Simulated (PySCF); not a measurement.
# SiNH5 (Si(NH2)H3), step by step

We compute a saddle-point search (mPW1PW91-D4/6-31+G*), then a single-point energy, then the energy (MP2/6-311++G(3df,3pd)), then the energy of SiNH5 (Si(NH2)H3). Input form: a Python script.

Program for the calculation: PySCF 2.14.0.

2 further runs of the same task are left out: 2 for a faulty analytic Hessian.

**1. The molecule**

SiNH5: 7 atoms, total charge 0, spin state singlet. As SMILES, `[H][Si]([H])([H])N`. The run starts from this shape.

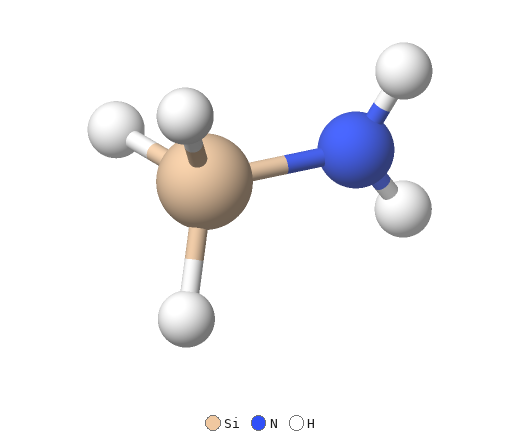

Viewed from a chosen angle; silicon light orange, nitrogen blue, hydrogen white.

**2. A saddle-point search at mPW1PW91-D4/6-31+G(d) (sfX2C, Cartesian functions) (run 1)**

File input.xyz:

```xyz
7
H5NSi
Si     0.111708     0.227247    -0.693657
N      0.090660     0.178690     1.028560
H      0.843597    -0.216297     1.568514
H     -0.675664     0.543251     1.570649
H      1.500148     0.214947    -1.146207
H     -0.635522     1.394217    -1.156767
H     -0.561422    -0.994843    -1.164237
```

File input.py:

```python
from pyscf import gto, dft
from pyscf.geomopt.geometric_solver import kernel as optimise

molecule = gto.Mole()
molecule.atom = 'input.xyz'
molecule.basis = '6-31+g*'
molecule.verbose = 3
molecule.cart = True
molecule.max_memory = 1860
molecule.build()

mf = dft.RKS(molecule)
mf.xc = 'mpw1pw'
mf = mf.sfx2c1e()
mf.disp = 'd4'
converged, mol_eq = optimise(mf, maxsteps=60, transition=True, hessian=True)
print('converged:', converged)
print(mol_eq.tostring())

mf.reset(mol_eq)
molecule = mol_eq
mf.kernel()
e_tot = mf.e_tot
print('E(%s) = %.9f' % ('MPW1PW91', e_tot))
```

Launch:

```
$ OMP_NUM_THREADS=1 python input.py
```

What it wrote:

```text
converged SCF energy = -347.810988703066

WARN: DFTD4 does not support analytical Hessian, using finite difference.

WARN: Mole.unit (angstrom) is changed to Bohr

[... 60 lines left out ...]
WARN: Mole.unit (angstrom) is changed to Bohr
[... 24 lines left out ...]
Zero-point vibrational energy:                                   31.4471 kcal/mol
[... 74 lines left out ...]
converged SCF energy = -347.813082803532
[... 132 lines left out ...]
converged SCF energy = -347.813450186259
[... 129 lines left out ...]
converged SCF energy = -347.813315132849
[... 129 lines left out ...]
converged SCF energy = -347.813319065476
[... 129 lines left out ...]
converged SCF energy = -347.813482301379
[... 118 lines left out ...]
Converged! =D
[... 1 line left out ...]
converged: True
Si          0.02590040        0.20782597       -0.64352174
N           0.15246111        0.24376604        1.07621539
H           0.94410666       -0.13704131        1.56888651
H          -0.53885238        0.63829299        1.69434489
H           1.25723958       -0.45953633       -1.13562784
H          -0.06874612        1.56806658       -1.24323466
H          -1.16617253       -0.54889496       -1.11806699
converged SCF energy = -347.813501994373
E(MPW1PW91) = -347.813501994
```

Run time: 3.2 min. Hardware: 1 thread of Arm Neoverse V1, shared host; peak memory 0.75 GiB.

Steps, from the record of the run:

```
step  energy from the first frame kept (eV)  largest force (eV/Å)
   0                                 0.0000                0.9738
   2                                -0.0395                0.7235
   4                                -0.0725                0.1099
   6                                -0.0670                0.0707
   8                                -0.0670                0.0762
  10                                -0.0674                0.0764
  12                                -0.0690                0.0821
  14                                -0.0585                0.1171
  16                                -0.0659                0.0745
  18                                -0.0634                0.0588
  20                                -0.0639                0.0480
  22                                -0.0670                0.0217
  24                                -0.0683                0.0132
  26                                -0.0684                0.0011
  27                                -0.0684                0.0002
```

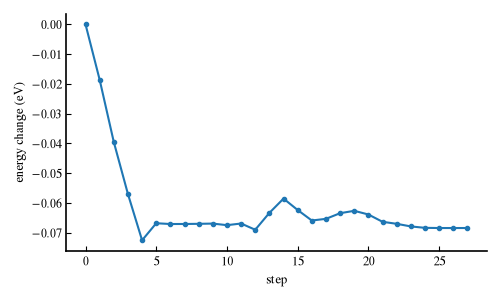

Energy along the run.

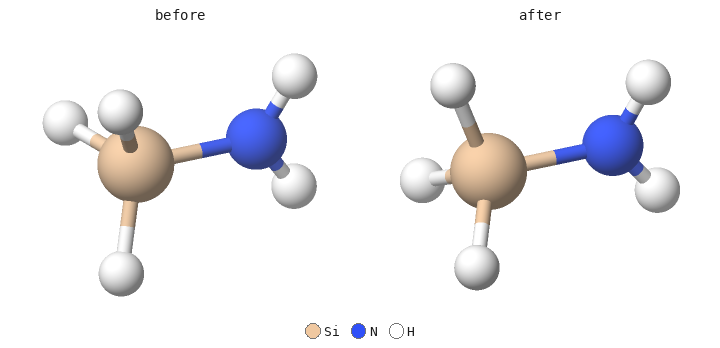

Before and after, at one scale.

After the run. Bond lengths: Si1–N2 1.725 Å, N2–H3 1.007 Å, N2–H4 1.008 Å, Si1–H5 1.484 Å, Si1–H6 1.490 Å, Si1–H7 1.490 Å. Angles: Si1–N2–H3 122.5°, Si1–N2–H4 124.7°, N2–Si1–H5 106.2°, N2–Si1–H6 112.8°, N2–Si1–H7 112.8°, H3–N2–H4 112.8°, H5–Si1–H6 109.3°, H5–Si1–H7 109.3°, H6–Si1–H7 106.5°.

**3. A single-point energy at mPW1PW91-D4/6-31+G(d) (sfX2C, Cartesian functions) (run 4)**

File input.xyz:

```xyz
7

Si    -0.000690     0.002380    -0.682990
N      0.090660     0.178690     1.028560
H      0.707680    -0.428190     1.543790
H     -0.763660     0.307400     1.545850
H      1.387750    -0.009920    -1.135540
H     -0.747920     1.169350    -1.146100
H     -0.673820    -1.219710    -1.153570
```

File calc.py:

```python
from pyscf import gto, dft

mol = gto.Mole()
mol.atom = 'input.xyz'
mol.basis = '6-31+g*'
mol.max_memory = 1860
mol.cart = True
mol.verbose = 3
mol.build()

ks = dft.RKS(mol)
ks.xc = 'mpw1pw'
ks = ks.x2c()
ks.disp = 'd4'
ks.kernel()

energy = ks.e_tot
print(f'total energy: {energy:.8f} hartree')
```

Launch:

```
$ OMP_NUM_THREADS=1 python calc.py
```

What it wrote:

```text
converged SCF energy = -347.812714426912
total energy: -347.81271443 hartree
```

Run time: 3.3 s. Hardware: 1 thread of Arm Neoverse V1, shared host; peak memory 0.26 GiB.

**4. The energy at MP2/6-311++G(3df,3pd) (Cartesian functions, IEF-PCM ethanol) (run 5)**

File input.xyz:

```xyz
7
H5NSi
Si     0.025900     0.207826    -0.643522
N      0.152461     0.243766     1.076215
H      0.944107    -0.137041     1.568887
H     -0.538852     0.638293     1.694345
H      1.257240    -0.459536    -1.135628
H     -0.068746     1.568067    -1.243235
H     -1.166173    -0.548895    -1.118067
```

File input.py:

```python
# Si(NH2)H3
from pyscf import gto, mp, solvent

mol = gto.Mole()
mol.atom = 'input.xyz'
mol.verbose = 3
mol.cart = True
mol.max_memory = 1860
mol.basis = '6-311++g(3df,3pd)'
mol.build()

calc0 = mol.RHF()
calc0 = calc0.PCM()
calc0.with_solvent.method = 'IEF-PCM'
calc0.with_solvent.eps = 24.852
calc0.kernel()

pt = mp.MP2(calc0).run()
etot = pt.e_tot
print('Final energy', etot)
```

Launch:

```
$ OMP_NUM_THREADS=1 python input.py
```

What it wrote:

```text
WARN: PCM is an experimental feature. It is still in testing.
Features and APIs may be changed in the future.

converged SCF energy = -346.353170549064
E(RMP2) = -346.9130312862  E_corr = -0.559860737135573
E(SCS-RMP2) = -346.917839256188  E_corr = -0.564668707124146
Final energy -346.9130312861998
```

Run time: 53 s. Hardware: 1 thread of Arm Neoverse V1, shared host; peak memory 2.8 GiB.

**5. The energy at MP2/6-311++G(3df,3pd) (Cartesian functions, IEF-PCM ethanol) (run 6)**

File input.xyz:

```xyz
7
H5NSi
Si    -0.000690     0.002380    -0.682990
N      0.090660     0.178690     1.028560
H      0.707680    -0.428190     1.543790
H     -0.763660     0.307400     1.545850
H      1.387750    -0.009920    -1.135540
H     -0.747920     1.169350    -1.146100
H     -0.673820    -1.219710    -1.153570
```

File run.py:

```python
from pyscf import gto, mp, solvent

mol = gto.Mole()
mol.atom = 'input.xyz'
mol.max_memory = 1860
mol.verbose = 3
mol.cart = True
mol.symmetry = True
mol.basis = '6-311++g(3df,3pd)'
mol.build()

hf = mol.RHF()
hf = hf.PCM()
hf.with_solvent.method = 'IEF-PCM'
hf.with_solvent.eps = 24.852
hf.kernel()

pt = mp.MP2(hf).run()
energy = pt.e_tot
print(f'total energy: {energy:.8f} hartree')
```

Launch:

```
$ OMP_NUM_THREADS=1 python run.py
```

What it wrote:

```text
WARN: PCM is an experimental feature. It is still in testing.
Features and APIs may be changed in the future.

converged SCF energy = -346.353798874476
E(RMP2) = -346.914018978883  E_corr = -0.560220104406863
E(SCS-RMP2) = -346.91877960849  E_corr = -0.564980734013649
total energy: -346.91401898 hartree
```

It took 52 s on 1 thread of Arm Neoverse V1, shared host; peak memory 2.8 GiB.

**6. What came out**

| quantity | value |
| --- | --- |
| run 1, mPW1PW91-D4/6-31+G*: total energy at the end | -347.81350 Eh |
| run 1, mPW1PW91-D4/6-31+G*: dipole moment | 1.15 D |
| run 1, mPW1PW91-D4/6-31+G*: HOMO energy | -7.21 eV |
| run 1, mPW1PW91-D4/6-31+G*: LUMO energy | -0.18 eV |
| run 1, mPW1PW91-D4/6-31+G*: HOMO–LUMO gap | 7.03 eV |
| run 1, mPW1PW91-D4/6-31+G*: dispersion energy | -9.58 kJ/mol |
| run 4, mPW1PW91-D4/6-31+G*: total energy | -347.81271 Eh |
| run 4, mPW1PW91-D4/6-31+G*: dipole moment | 1.20 D |
| run 4, mPW1PW91-D4/6-31+G*: HOMO energy | -7.36 eV |
| run 4, mPW1PW91-D4/6-31+G*: LUMO energy | -0.22 eV |
| run 4, mPW1PW91-D4/6-31+G*: HOMO–LUMO gap | 7.14 eV |
| run 4, mPW1PW91-D4/6-31+G*: dispersion energy | -9.61 kJ/mol |
| run 5, MP2/6-311++G(3df,3pd): total energy | -346.91303 Eh |
| run 5, MP2/6-311++G(3df,3pd): dipole moment (Hartree–Fock density) | 1.40 D |
| run 5, MP2/6-311++G(3df,3pd): HOMO energy (Hartree–Fock orbitals) | -10.65 eV |
| run 5, MP2/6-311++G(3df,3pd): LUMO energy (Hartree–Fock orbitals) | 1.35 eV |
| run 5, MP2/6-311++G(3df,3pd): HOMO–LUMO gap (Hartree–Fock orbitals) | 12.00 eV |
| run 5, MP2/6-311++G(3df,3pd): correlation energy | -559.9 mEh |
| run 5, MP2/6-311++G(3df,3pd): solvent term in the energy | -12.1 kJ/mol |
| run 6, MP2/6-311++G(3df,3pd): total energy | -346.91402 Eh |
| run 6, MP2/6-311++G(3df,3pd): dipole moment (Hartree–Fock density) | 1.47 D |
| run 6, MP2/6-311++G(3df,3pd): HOMO energy (Hartree–Fock orbitals) | -10.89 eV |
| run 6, MP2/6-311++G(3df,3pd): HOMO–LUMO gap (Hartree–Fock orbitals) | 12.24 eV |
| run 6, MP2/6-311++G(3df,3pd): correlation energy | -560.2 mEh |
| run 6, MP2/6-311++G(3df,3pd): solvent term in the energy | -14.7 kJ/mol |

In words: Mulliken charges (run 1, mPW1PW91-D4/6-31+G*) run from -1.11 on N2 to +0.57 on Si1; in a basis this large or diffuse they mean little. Mulliken charges (run 4, mPW1PW91-D4/6-31+G*) run from -1.10 on N2 to +0.56 on Si1; in a basis this large or diffuse they mean little. Mulliken charges (run 6, MP2/6-311++G(3df,3pd)) of the mean-field density run from -0.81 on N2 to +0.86 on Si1; in a basis this large or diffuse they mean little.
